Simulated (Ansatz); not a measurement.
The reference is MgSe in the rock salt structure (space group Fm-3m, No. 225; a = 5.450 Å).

It is then changed as follows: a negative pressure, −1 GPa.

Level of theory: PBEsol in Ansatz (plane waves to 420 eV, PAW, no SOC).

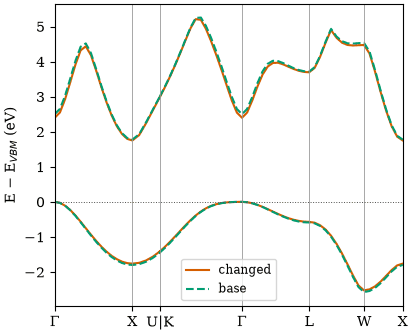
Highest valence and lowest conduction band along the path, each from its own valence-band maximum

### Question
From the figure, how large is the changed gap, and is it direct?

### Answer
About 1.8 eV, indirect, Γ → X.

Load acts through the strain it causes; cell and atoms are relaxed under it. Semilocal Kohn–Sham gaps tend to fall short of experiment. No phonon test of stability was made.

Ansatz is a program for electronic structure.
